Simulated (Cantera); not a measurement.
Charge: 1 mol CO₂, a varied amount of SO₂, 0.95 mol H₂, held at 1900 K and 0.0230 bar.

These are equilibrium values from Cantera (NASA tables, ideal gas, pure condensed phases), not measurements of a reactor. Candidate condensed phases: C, C₆H₆, C₇H₈, C₈H₁₈, H₂O, H₂SO₄, S; 123 gas species. Kinetics and transport are ignored.

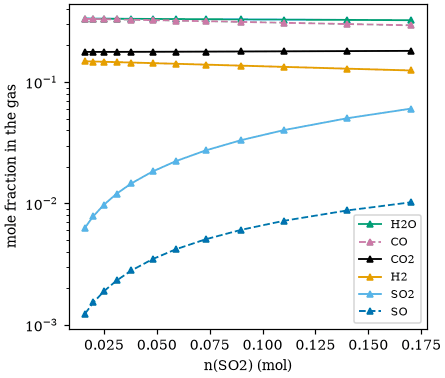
Fig. 1. Equilibrium gas composition (values under 1e-9 drawn at 1e-9)

Q: Read off the mole fractions at 0.059 mol SO₂.

A: H₂O about 0.33, CO about 0.32, CO₂ about 0.18, H₂ about 0.14, SO₂ about 0.022, SO about 0.0042.
